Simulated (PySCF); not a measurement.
Bond stretch in SnS, singlet.

Methods: RHF/def2-SVP, def2 effective core potentials past Kr (PySCF); UHF/def2-SVP, def2 effective core potentials past Kr (PySCF); UKS-PBE = unrestricted PBE/def2-SVP, def2 effective core potentials past Kr in PySCF.

Magnitude of the dipole moment (D; its direction can reverse along the curve, and a method can change to another solution) and Mulliken charge of the fragment that holds Sn1:

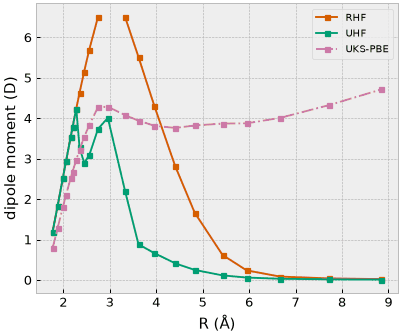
Figure: Dipole moment against bond length.

```csv
R / Å,μ RHF,q RHF,μ UHF,q UHF,μ UKS-PBE,q UKS-PBE
1.77,1.19,0.31,1.19,0.31,0.78,0.13
1.88,1.84,0.34,1.84,0.34,1.29,0.16
1.99,2.51,0.38,2.51,0.38,1.79,0.19
2.06,2.94,0.40,2.94,0.40,2.10,0.22
2.16,3.54,0.44,3.54,0.44,2.52,0.25
2.20,3.78,0.45,3.78,0.45,2.68,0.26
2.28,4.24,0.47,4.24,0.47,2.97,0.28
2.35,4.62,0.49,3.29,0.38,3.22,0.30
2.45,5.15,0.50,2.89,0.34,3.53,0.31
2.56,5.70,0.51,3.09,0.35,3.84,0.32
2.75,6.51,0.52,3.74,0.36,4.28,0.32
2.96,—,—,4.01,0.33,4.28,0.29
3.33,6.51,0.38,2.20,0.14,4.08,0.23
3.62,5.51,0.29,0.88,-0.05,3.94,0.19
3.96,4.31,0.19,0.66,-0.04,3.82,0.17
4.41,2.82,0.11,0.41,-0.02,3.76,0.16
4.83,1.66,0.06,0.25,-0.01,3.82,0.16
5.43,0.62,0.02,0.11,0.00,3.87,0.15
5.95,0.24,0.00,0.06,0.00,3.87,0.14
6.67,0.08,0.00,0.03,0.00,4.01,0.13
7.73,0.04,0.00,0.02,0.00,4.33,0.12
8.85,0.02,0.00,0.01,0.00,4.71,0.11
```

A dash means that the run gave no value there, or that the column was ended at a point which the program doubted or which failed a test of continuity chosen for this set; such a test can also cut sound points.

The restricted form behind RHF keeps the bonding electrons paired and can't separate into open-shell fragments. The unrestricted solution behind UHF, UKS-PBE changes between 2.96 and 3.33 Å, which can leave a kink. The unrestricted determinant behind UHF is spin-contaminated at 2.35 to 8.85 Å (<S²> up to 2.0, against 0.00 for a pure singlet). The unrestricted determinant behind UKS-PBE is spin-contaminated at 2.96 to 8.85 Å (<S²> up to 1.9, against 0.00 for a pure singlet). At the longest distance UKS-PBE leaves fractional charges on the fragments, a sign of delocalisation error or of the restricted form.
